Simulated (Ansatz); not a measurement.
# BBrH4P (charge -1): rigid torsion scan, by script

Wanted for BBrH4P (charge -1): a rigid torsion scan. SMILES: P[BH2-]Br.

All numbers are computed with Ansatz 0.2.0 through its Python package. Level of theory: r2SCAN/def2-SVP.

### 1 The system

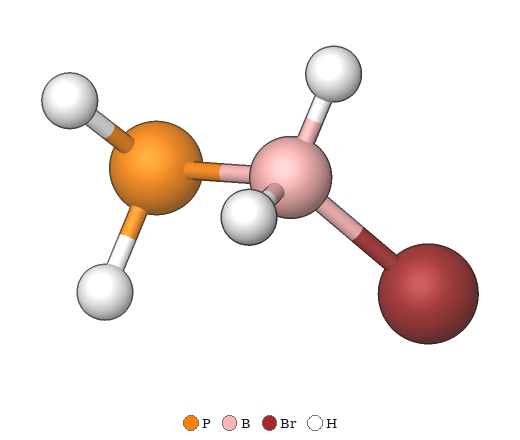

The structure that the script starts from, seen from a chosen angle (phosphorus orange, boron pink, bromine red, hydrogen white).

The script holds or builds the structure itself.

### 2 Script

bbrh4p.py reads:

```python
# -*- coding: utf-8 -*-
import ansatz
from ase import Atoms

atoms = Atoms(["P", "B", "Br", "H", "H", "H", "H"], positions=[
    (1.0777, 0.2834, -0.6913),
    (-0.6296, -0.2883, 0.0291),
    (-2.064, 0.9929, -0.5521),
    (1.2351, 1.3639, 0.2672),
    (1.8417, -0.6627, 0.1036),
    (-0.8851, -1.379, -0.3756),
    (-0.5758, -0.3102, 1.2191),
])

first = (
    ansatz.Crystal.molecule_from_ase(atoms).calculation()
    .basis(gaussian="def2-SVP")
    .functional("r2scan")
    .charge(-1)
    .relax(force_tolerance=0.02, max_steps=80)
)
atoms.positions = first.run().report["positions_ang"]

start = atoms.get_dihedral(2, 1, 0, 3)
energies = {}
for turn in range(0, 360, 30):
    turned = atoms.copy()
    turned.set_dihedral(2, 1, 0, 3, start + turn, indices=[0, 3, 4])
    setup = ansatz.Crystal.molecule_from_ase(turned).calculation()
    setup = setup.basis(gaussian="def2-SVP").functional("r2scan")
    setup = setup.charge(-1)
    energies[round((start + turn) % 360)] = setup.run().report["free_energy_ev"]
floor = min(energies.values())
print("dihedral Br2-B1-P0-H3 (deg)   E - E(min) (kcal/mol)")
for angle, e in sorted(energies.items()):
    print(f"{angle:8d} {23.060548 * (e - floor):14.3f}  " + "#" * int(30 * (e - floor) / max(max(energies.values()) - floor, 1e-9)))
```

### 3 The calls as engine input

The package turns the script's settings into the engine's input (first run):

```yaml
crystal:
  periodic: [false, false, false]
  atoms:
    - { symbol: P, position_ang: [1.0777, 0.2834, -0.6913] }
    - { symbol: B, position_ang: [-0.6296, -0.2883, 0.0291] }
    - { symbol: Br, position_ang: [-2.064, 0.9929, -0.5521] }
    - { symbol: H, position_ang: [1.2351, 1.3639, 0.2672] }
    - { symbol: H, position_ang: [1.8417, -0.6627, 0.1036] }
    - { symbol: H, position_ang: [-0.8851, -1.379, -0.3756] }
    - { symbol: H, position_ang: [-0.5758, -0.3102, 1.2191] }
basis:
  gaussian:
    orbitals: def2-SVP
hamiltonian:
  xc: r2scan
total_charge: -1.0
relax:
  f_tol: 0.02
  max_steps: 80
```

### 4 Launch

The run is started by

```sh
$ python bbrh4p.py
```

Output:

```text
dihedral Br2-B1-P0-H3 (deg)   E - E(min) (kcal/mol)
      18          3.185  ###########################
      48          1.347  ###########
      78          0.099
     108          1.160  ##########
     138          2.263  ###################
     168          1.560  #############
     198          0.901  #######
     228          2.362  ####################
     258          3.460  ##############################
     288          1.392  ############
     318          0.000
     348          2.009  #################
```

It took 75 s on 1 thread of Arm Neoverse V1, shared host; peak memory 0.22 GiB.

### 5 Path of the relaxation of run 0

Step by step:

```csv
step,energy from step 1 (eV),largest force component (eV/Å)
1,0.0000,0.8435
2,-0.1337,0.3752
3,-0.1558,0.1635
4,-0.1578,0.0476
5,-0.1579,0.0533
6,-0.1582,0.0129
```

Step 1 is the start.

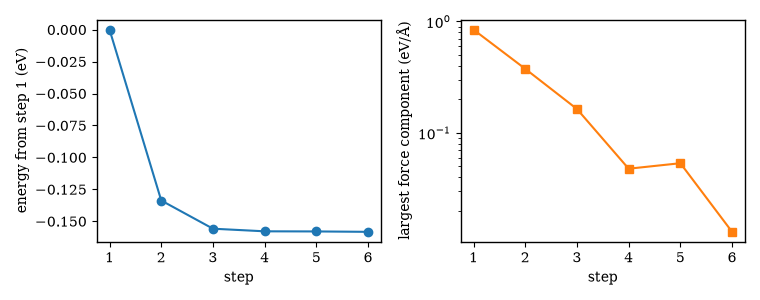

Energy and largest force along the relaxation.

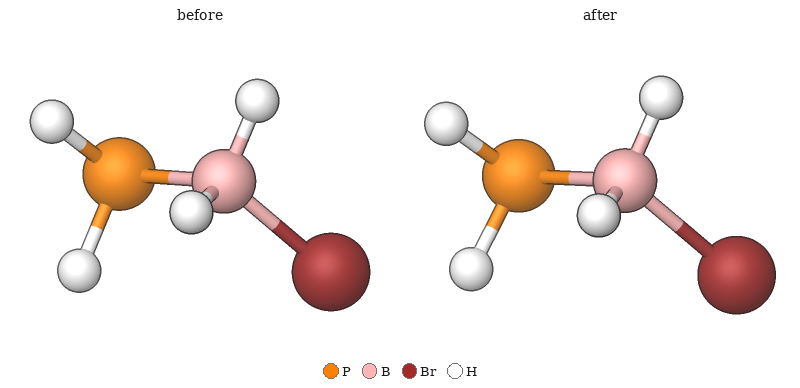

Before and after, at one scale.

Before: Bond lengths: P1–B2 1.939 Å, B2–Br3 2.009 Å, P1–H4 1.453 Å, P1–H5 1.453 Å, B2–H6 1.191 Å, B2–H7 1.191 Å. Angles: P1–B2–Br3 109.5°, P1–B2–H6 109.4°, P1–B2–H7 109.7°, Br3–B2–H6 109.4°, Br3–B2–H7 109.4°, H6–B2–H7 109.4°, B2–P1–H4 94.0°, B2–P1–H5 93.9°, H4–P1–H5 93.8°.

After: Bond lengths: P1–B2 1.994 Å, B2–Br3 2.118 Å, P1–H4 1.438 Å, P1–H5 1.442 Å, B2–H6 1.227 Å, B2–H7 1.224 Å. Angles: P1–B2–Br3 106.6°, P1–B2–H6 108.2°, P1–B2–H7 114.5°, Br3–B2–H6 107.2°, Br3–B2–H7 106.6°, H6–B2–H7 113.4°, B2–P1–H4 99.9°, B2–P1–H5 97.2°, H4–P1–H5 91.6°.

Run 0 is this relaxation; the runs after it count from 1.

### 6 The engine's runs

The 12 runs, in the order started:

| run | turn (°) | energy from run 9 (eV) | SCF cycles | CPU time (s) |
| --- | --- | --- | --- | --- |
| 1 | 0 | 0.0043 | 15 | 3.5 |
| 2 | 30 | 0.0503 | 15 | 3.5 |
| 3 | 60 | 0.0981 | 14 | 3.5 |
| 4 | 90 | 0.0677 | 15 | 3.5 |
| 5 | 120 | 0.0391 | 15 | 3.5 |
| 6 | 150 | 0.1024 | 15 | 3.6 |
| 7 | 180 | 0.1500 | 14 | 3.6 |
| 8 | 210 | 0.0603 | 14 | 3.6 |
| 9 | 240 | 0.0000 | 14 | 3.6 |
| 10 | 270 | 0.0871 | 14 | 3.6 |
| 11 | 300 | 0.1381 | 15 | 3.7 |
| 12 | 330 | 0.0584 | 15 | 3.7 |

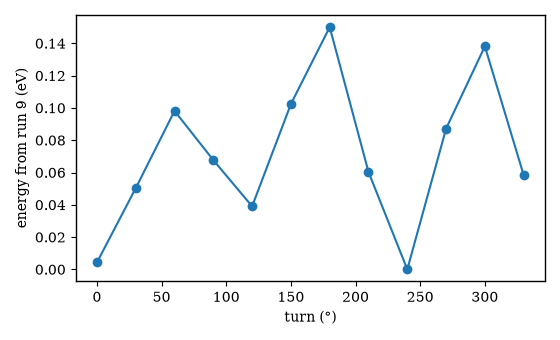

Energy against turn; lines join the points.

### 7 What came out

| quantity | value |
| --- | --- |
| runs compared | 12 |
| range of energy | 0.150 eV |
| lowest point, turn (°) | 240 |

What this shows: The lowest point lies at a turn of 240°, the highest 0.150 eV (14.5 kJ/mol) above it at 180°. The grid can miss the true lowest and highest points, and the rest of the molecule is held rigid. Run 0: The relaxation took 5 moves; the largest shift is 0.153 Å, of atom 7 (H). The scan is rigid and the energies are electronic, in a modest basis. With rigid groups the curve can differ much from the relaxed path, the start wasn't checked as a minimum of this torsion, and equivalent turns needn't return to the same energy. Anions want diffuse functions, which this basis lacks.
